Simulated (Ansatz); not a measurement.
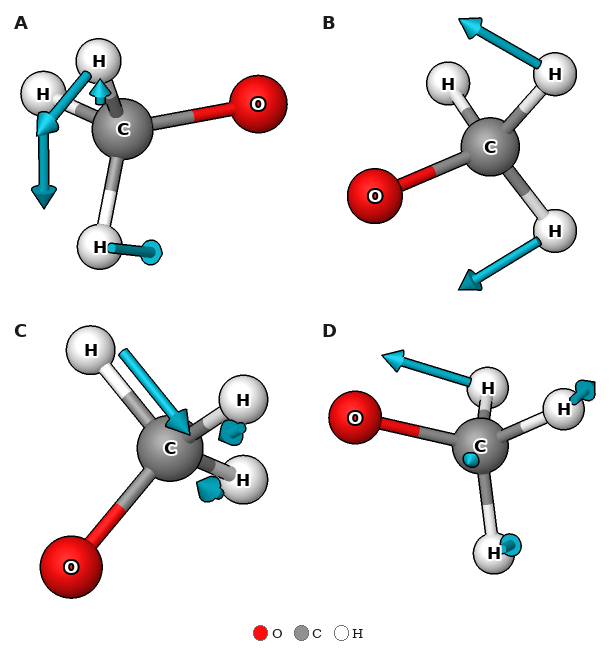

4 normal modes of one molecule or complex, as arrows. Charge 0, doublet. Harmonic vibrations computed with UKS PBE0-D4/def2-TZVP (Ansatz 0.2.0) at a stationary point of the same level.

Match the panels to the wavenumbers 693 cm⁻¹, 960 cm⁻¹, 1510 cm⁻¹, 2919 cm⁻¹.

A: 693 cm⁻¹, angle bending
B: 1510 cm⁻¹, H–C–H bending
C: 2919 cm⁻¹, C–H stretching
D: 960 cm⁻¹, H–C–O bending
